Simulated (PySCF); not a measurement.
Molecule: CH5BrSi, SMILES C[SiH2]Br. Atoms near the plane z = 0.0 Å, at the PBE0/def2-SVP optimised geometry (x, y, z in Å): Si1 (-0.9, -0.4, 0.0), Br3 (1.3, -0.4, 0.0), H4 (-1.3, 1.0, 0.0).

Computed with PySCF with PBE0/def2-TZVP. Cells within 0.4 Å of a nucleus heavier than hydrogen are left out (blank, or x). The values are rescaled to run from 0 to 1.

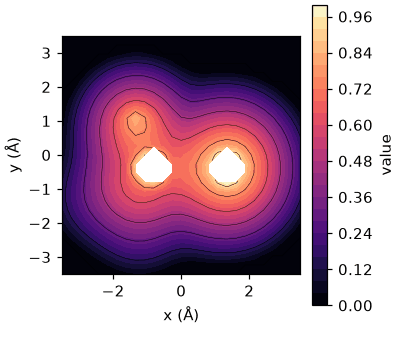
Figure. a field on the plane z = 0.0 Å.

Question: Which quantity is mapped?
A. an orbital amplitude
B. electron localisation function
C. deformation density (molecule minus spherical neutral atoms)
D. log10 of the electron density

Answer: D, log10 of the electron density. In full: log10 of the electron density (e/bohr³), floored at −4.
